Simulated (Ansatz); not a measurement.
## Electronic structure of F$_{5}$HW···H$_{2}$O in real space

```csv
atom,x (Å),y (Å),z (Å)
W,0.1337,0.2780,-0.3158
O,0.3457,-0.2943,2.7453
H,-0.5519,-0.2247,3.1015
F,1.8509,-0.3862,-0.0745
F,-0.4380,1.7221,-1.3445
F,-1.5847,0.3837,0.4162
F,-0.3385,-1.5168,-0.4060
H,0.5436,-0.0603,-1.9144
F,0.8187,1.6102,0.7955
H,0.6484,0.6419,2.6802
```

Core potentials replace the inner electrons of W; not at a stationary point (largest force 1.0 eV/Å).

These are results of Ansatz, RKS B3LYP/def2-SVP, not measurements.

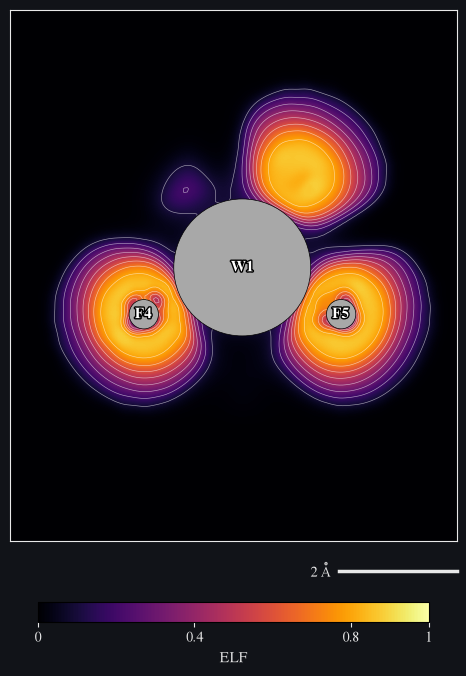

Figure 1. ELF on the plane of atoms F4, W1 and F5. Grey discs cover the atomic cores.

### What does the map show?

- The section cuts through W and F sites.
- W–F (1.86 Å): the ELF peaks at about 0.80 in the valence shell of F, 0.5 Å from its nucleus, and drops to about 0.25 between the two atoms.

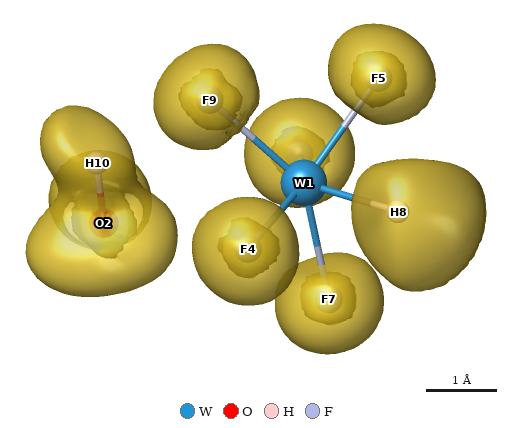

Figure 2. Isosurface of the electron localisation function at 0.75 (yellow), seen at a tilt. Only the valence region is drawn (cores and ρ < 0.01 e/Å³ removed).

### Where are the electrons localised?

The surface consists of one region around a hydrogen nucleus, five regions wrapped around F (the valence shell of each) and one joined region spread over several atoms (H, O), in which their bonds and any lone pairs are merged. Along the contacts the grid gives the following. W1···O2 (3.12 Å): the ELF dips to about 0.05 between them.

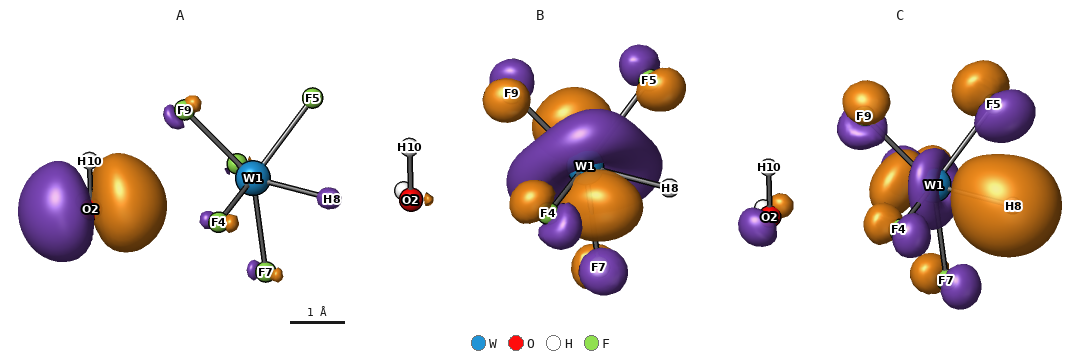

Figure 3. Three frontier orbitals at ±0.15 Å⁻³ᐟ² (orange and purple are the two phases), in no order.

### Which picture is the HOMO−1, the HOMO and the LUMO?

C is the HOMO−1 (−9.98 eV). Its weight (Hirshfeld) is mainly on H8 (about 30 %), W1 (about 30 %), F5 (about 15 %), F6 (about 5 %) and F9 (about 5 %). A is the HOMO (−9.20 eV). It lies mainly on O2 (about 80 %); largely a lone pair of O2. B is the LUMO (−4.42 eV). It lies mainly on W1 (about 70 %), F4 (about 5 %) and F7 (about 5 %).

### What is the HOMO–LUMO gap?

4.78 eV between the orbital energies.
